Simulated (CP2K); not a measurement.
# AlCl (aluminium monochloride): B3LYP/6-31G(d) (spherical functions)

What is the energy change on altering one bond length of AlCl (aluminium monochloride) at B3LYP/6-31G* (spherical functions)? 

The results are computed with CP2K 2026.2.

6 further runs of the same task are left out: 3 that didn't finish, 3 set aside as unsound or not needed.

**1. Starting point**

AlCl has 2 atoms, charge 0, and is taken as a singlet. As SMILES, `[Al][Cl]`. The bond length is the measured one.

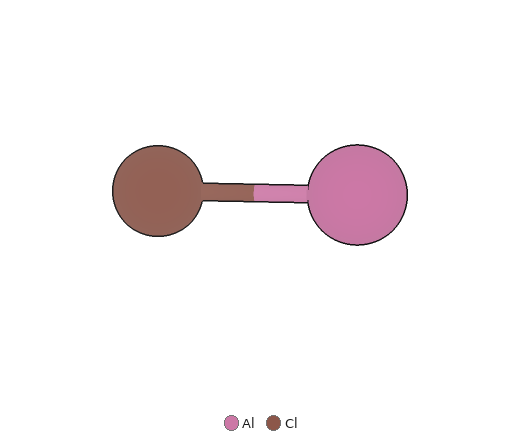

The structure, seen from a chosen angle (aluminium pink, chlorine brown).

**2. The energy at B3LYP/6-31G(d) (spherical functions)**

Input file job.inp:

```
&global
 project_name job
 run_type ENERGY
 print_level MEDIUM
&end
&force_eval
 method QS
 &dft
  basis_set_file_name ./6_31gs.basis
  potential_file_name POTENTIAL
  charge 0
  multiplicity 1
  &qs
   method GAPW
   eps_default 1.0E-10
  &end
  &mgrid
   cutoff 280
   rel_cutoff 50
   ngrids 4
  &end
  &poisson
   periodic NONE
   poisson_solver MULTIPOLE
  &end
  &scf
   scf_guess ATOMIC
   eps_scf 1.0E-07
   max_scf 150
   added_mos 10
   &diagonalization
    algorithm STANDARD
   &end
   &mixing
    method DIRECT_P_MIXING
    alpha 0.4
   &end
  &end
  &xc
   &xc_functional
    &hyb_gga_xc_b3lyp
    &end
   &end
   &hf
    fraction 0.2
    &screening
     eps_schwarz 1.0E-10
     screen_on_initial_p F
    &end
    &interaction_potential
     potential_type COULOMB
    &end
    &memory
     max_memory 1050
    &end
   &end
  &end
  &print
   &moments
    periodic F
    reference COM
    max_moment 1
   &end
   &mo ON
    energies T
    occupation_numbers T
    ndigits 6
    &each
     qs_scf 0
    &end
    add_last NUMERIC
   &end
   &lowdin ON
   &end
   &hirshfeld OFF
   &end
  &end
 &end
 &subsys
  &cell
   abc [angstrom] 7 7 9.1
   periodic NONE
  &end
  &coord
   UNIT bohr
   Al     0.0000000     0.0000000     0.0000000
   Cl     0.0000000     0.0000000     4.0253302
  &end
  &topology
   &center_coordinates
   &end
  &end
  &kind Al
   basis_set 6-31Gs
   potential ALL
   lebedev_grid 194
   radial_grid 100
  &end
  &kind Cl
   basis_set 6-31Gs
   potential ALL
   lebedev_grid 194
   radial_grid 100
  &end
 &end
&end
```

Run with:

```sh
$ OMP_NUM_THREADS=1 cp2k.psmp -i job.inp -o job.out
```

Standard output (excerpt; [...] marks lines left out):

```text
CP2K| version string:                                       CP2K version 2026.2
[...]
 GLOBAL| Method name                                                        CP2K
[...]
 GLOBAL| Run type                                                         ENERGY
[...]
 DFT| Spin restricted Kohn-Sham (RKS) calculation                            RKS
 DFT| Multiplicity                                                             1
[...]
 DFT| Charge                                                                   0
[...]
 FUNCTIONAL| HYB_GGA_XC_B3LYP:
[...]
 QS| Method:                                                                GAPW
[...]
 QS| Density cutoff [a.u.]:                                                140.0
[...]
 QS| Relative density cutoff [a.u.]:                                        25.0
[...]
                             - Atoms:                                          2
[...]
                             - Spherical basis functions:                     36
[...]
 Number of electrons:                                                         30
[...]
     1 P_Mix/Diag. 0.40E+00    2.6     0.34454647      -702.7070324091 -7.03E+02
[...]
    13 DIIS/Diag.  0.74E-07    1.0     0.00000005      -702.6813960564  7.96E-13
  *** SCF run converged in    13 steps ***
[...]
  Overlap energy of the core charge distribution:               0.00000000207827
  Self energy of the core charge distribution:               -304.78469264067684
  Core Hamiltonian energy:                                   -398.62399860210502
  Hartree energy:                                              48.94839655555497
  Exchange-correlation energy:                                 -6.70719763940847
  Hartree-Fock Exchange energy:                                -9.13853912269611
[...]
                     Mulliken Population Analysis
 #  Atom  Element  Kind  Atomic population                           Net charge
       1     Al       1         12.718677                              0.281323
       2     Cl       2         17.281323                             -0.281323
 # Total charge                             30.000000                  0.000000
[...]
  Dipole moment [Debye]
    X=  0.1542412E-09 Y=  0.1542319E-09 Z= -0.1562375E+01  Total=      1.5623749
 ENERGY| Total FORCE_EVAL ( QS ) energy [hartree]           -702.681396056385893
[...]
```

Wall time 16 s (1 thread of Intel Xeon Platinum 8375C at 2.90GHz (Ice Lake), shared host); peak memory 0.39 GiB.

**3. The distorted shape at the same level**

Input file job.inp:

```
&GLOBAL
  PROJECT job
  RUN_TYPE ENERGY
  PRINT_LEVEL MEDIUM
&END
&FORCE_EVAL
  METHOD QUICKSTEP
  &DFT
    BASIS_SET_FILE_NAME ./6_31gs.basis
    POTENTIAL_FILE_NAME POTENTIAL
    ! Quickstep
    &QS
      METHOD GAPW
      EPS_DEFAULT 1.0E-10
    &END
    &MGRID
      CUTOFF 280
      REL_CUTOFF 50
      NGRIDS 4
    &END
    &POISSON
      PERIODIC NONE
      POISSON_SOLVER MULTIPOLE
    &END
    ! SCF settings
    &SCF
      SCF_GUESS ATOMIC
      EPS_SCF 1.0E-07
      MAX_SCF 80
      ADDED_MOS 5
      &DIAGONALIZATION
        ALGORITHM STANDARD
      &END
      &MIXING
        METHOD DIRECT_P_MIXING
        ALPHA 0.4
      &END
    &END
    &XC
      &XC_FUNCTIONAL
        &HYB_GGA_XC_B3LYP
        &END
      &END
      ! exact exchange
      &HF
        FRACTION 0.2
        &SCREENING
          EPS_SCHWARZ 1.0E-10
        &END
        &MEMORY
          MAX_MEMORY 1050
        &END
      &END
    &END
    &PRINT
      &MOMENTS
        PERIODIC F
        REFERENCE COM
        MAX_MOMENT 1
      &END
      &MO ON
        ENERGIES T
        OCCUPATION_NUMBERS T
        NDIGITS 6
        &EACH
          QS_SCF 0
        &END
        ADD_LAST NUMERIC
      &END
      &LOWDIN ON
      &END
      &HIRSHFELD OFF
      &END
      &MO_MOLDEN ON
        NDIGITS 8
      &END
    &END
  &END
  &SUBSYS
    ! vacuum box
    &CELL
      ABC 7 7 10.2
      PERIODIC NONE
    &END
    &COORD
      UNIT bohr
      Al     0.0000000     0.0000000    -2.0127227
      Cl     0.0000000     0.0000000     4.0253302
    &END
    &TOPOLOGY
      &CENTER_COORDINATES
      &END
    &END
    &KIND Al
      BASIS_SET 6-31Gs
      POTENTIAL ALL
      LEBEDEV_GRID 194
      RADIAL_GRID 100
    &END
    &KIND Cl
      BASIS_SET 6-31Gs
      POTENTIAL ALL
      LEBEDEV_GRID 194
      RADIAL_GRID 100
    &END
  &END
&END
```

Run with:

```sh
$ OMP_NUM_THREADS=1 cp2k.psmp job.inp > job.out
```

Standard output (excerpt; [...] marks lines left out):

```text
CP2K| version string:                                       CP2K version 2026.2
[...]
 GLOBAL| Method name                                                        CP2K
[...]
 GLOBAL| Run type                                                         ENERGY
[...]
 DFT| Spin restricted Kohn-Sham (RKS) calculation                            RKS
 DFT| Multiplicity                                                             1
[...]
 DFT| Charge                                                                   0
[...]
 FUNCTIONAL| HYB_GGA_XC_B3LYP:
[...]
 QS| Method:                                                                GAPW
[...]
 QS| Density cutoff [a.u.]:                                                140.0
[...]
 QS| Relative density cutoff [a.u.]:                                        25.0
[...]
                             - Atoms:                                          2
[...]
                             - Spherical basis functions:                     36
[...]
 Number of electrons:                                                         30
[...]
     1 P_Mix/Diag. 0.40E+00    2.6     0.17369882      -702.4550309837 -7.02E+02
[...]
    15 DIIS/Diag.  0.19E-06    1.0     0.00000007      -702.6107491196 -1.14E-13
  *** SCF run converged in    15 steps ***
[...]
  Overlap energy of the core charge distribution:               0.00000000000000
  Self energy of the core charge distribution:               -304.78469264067684
  Core Hamiltonian energy:                                   -398.81475729215697
  Hartree energy:                                              49.20131395982538
  Exchange-correlation energy:                                 -6.64933412492584
  Hartree-Fock Exchange energy:                                -9.11695196321216
[...]
                     Mulliken Population Analysis
 #  Atom  Element  Kind  Atomic population                           Net charge
       1     Al       1         12.414072                              0.585928
       2     Cl       2         17.585928                             -0.585928
 # Total charge                             30.000000                 -0.000000
[...]
  Dipole moment [Debye]
    X=  0.1824889E-09 Y=  0.1824857E-09 Z= -0.8134689E+01  Total=      8.1346891
 ENERGY| Total FORCE_EVAL ( QS ) energy [hartree]           -702.610749119611796
[...]
```

It took 19 s on 1 thread of Intel Xeon Platinum 8375C at 2.90GHz (Ice Lake), shared host; peak memory 0.41 GiB.

**4. Outcome**

At B3LYP/6-31G* (spherical functions):

| quantity | value |
| --- | --- |
| first shape: total energy | -702.68140 Eh |
| first shape: dipole moment | 1.56 D |
| first shape: HOMO energy | -6.67 eV |
| first shape: LUMO energy | -1.65 eV |
| first shape: HOMO–LUMO gap | 5.02 eV |
| distorted shape: total energy | -702.61075 Eh |
| distorted shape: dipole moment | 8.13 D |
| distorted shape: HOMO energy | -6.11 eV |
| distorted shape: LUMO energy | -3.14 eV |
| distorted shape: HOMO–LUMO gap | 2.96 eV |
| energy change with the Al1–Cl2 bond stretched from 2.130 to 3.195 Å | 1.922 eV |

With the Al1–Cl2 bond stretched from 2.130 to 3.195 Å the energy rises by 1.92 eV (185 kJ/mol). The first shape isn't relaxed at this level, so the change isn't measured from a minimum.
